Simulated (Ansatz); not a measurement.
**GaH6NSiTe: density, localisation and related maps**

```json
{"atom": "N", "x (Å)": "-1.6787", "y (Å)": "1.1607", "z (Å)": "-0.3618"}
{"atom": "Si", "x (Å)": "-0.5131", "y (Å)": "-0.0655", "z (Å)": "-0.5567"}
{"atom": "Ga", "x (Å)": "0.4732", "y (Å)": "-1.2568", "z (Å)": "1.2284"}
{"atom": "Te", "x (Å)": "2.0113", "y (Å)": "0.7690", "z (Å)": "-0.1177"}
{"atom": "H", "x (Å)": "-1.8258", "y (Å)": "1.8845", "z (Å)": "-1.0463"}
{"atom": "H", "x (Å)": "-2.0009", "y (Å)": "1.4278", "z (Å)": "0.5532"}
{"atom": "H", "x (Å)": "-0.4341", "y (Å)": "-0.3957", "z (Å)": "-2.0023"}
{"atom": "H", "x (Å)": "0.2323", "y (Å)": "-0.6266", "z (Å)": "2.6411"}
{"atom": "H", "x (Å)": "1.1622", "y (Å)": "-2.6252", "z (Å)": "0.9400"}
{"atom": "H", "x (Å)": "2.5737", "y (Å)": "-0.2724", "z (Å)": "-1.2779"}
```

Geometry: PBE0-D4/def2-TZVP; core potentials replace the inner electrons of Te.

These are results of RKS PBE0-D4/def2-TZVPP (Ansatz 0.2.0), not measurements.

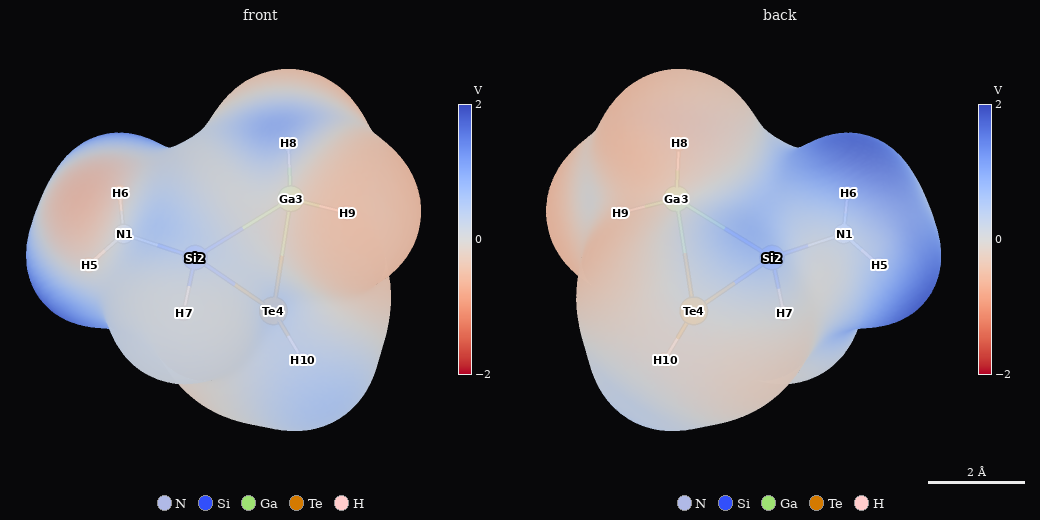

Figure 1. The electrostatic potential painted on the density surface at 0.001 e/bohr³, seen from the front and from behind; the colour scale runs from red (negative) to blue (positive).

Question: Which sites attract a positive test charge, and which a negative one?

Answer: A positive charge is drawn to the negative regions and a negative charge to the positive ones. The most negative region (about −0.5 V) lies over N1, H8 and H9, the most positive (about +1.6 V) over H5 and H6.

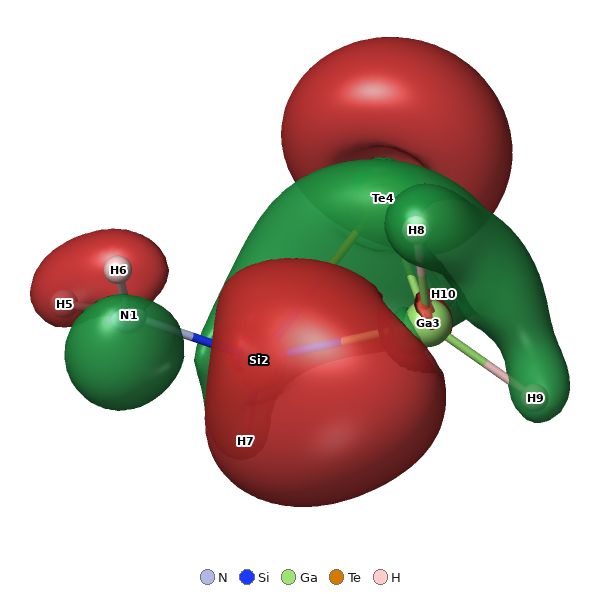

Figure 2. The HOMO at ±0.08 Å⁻³ᐟ² (green and red are the two phases), seen from one side.

Question: Where does this orbital lie, and at what energy?

Answer: It lies mainly on Te4 (about 35 %), Si2 (about 30 %), Ga3 (about 20 %) and N1 (about 5 %). Its energy is −6.54 eV.

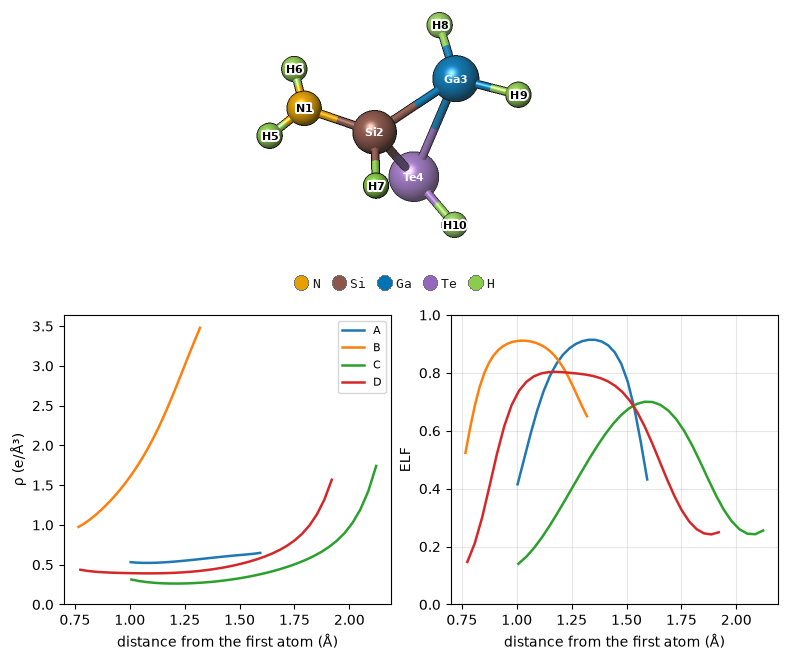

Figure 3. Electron density and electron localisation function along straight lines between neighbouring atoms. The curves leave out the atomic cores. The structure is drawn too.

Question: Which curve belongs to which contact (Ga–Si, Ga–Te, Si–N and Si–Te)? The first atom named is at distance zero.

Answer: Curve A: Ga–Si (2.36 Å): the density is about 0.53 e/Å³ at the midpoint; the ELF peaks at about 0.90 between the atoms; a shared electron pair. Curve B: Si–N (1.70 Å): ρ at the midpoint is about 1.1 e/Å³; the ELF peaks at about 0.90 between the atoms (a polar covalent bond). Curve C: Ga–Te (2.88 Å): the density is about 0.3 e/Å³ at the midpoint, with its minimum of 0.26 e/Å³ about 1.2 Å from Ga; the ELF peaks at about 0.70 in the valence shell of Te, 1.3 Å from its nucleus, and is about 0.60 at the midpoint. Curve D: Si–Te (2.69 Å): ρ is about 0.43 e/Å³ halfway; the ELF peaks at about 0.80 between the atoms (a covalent bond).
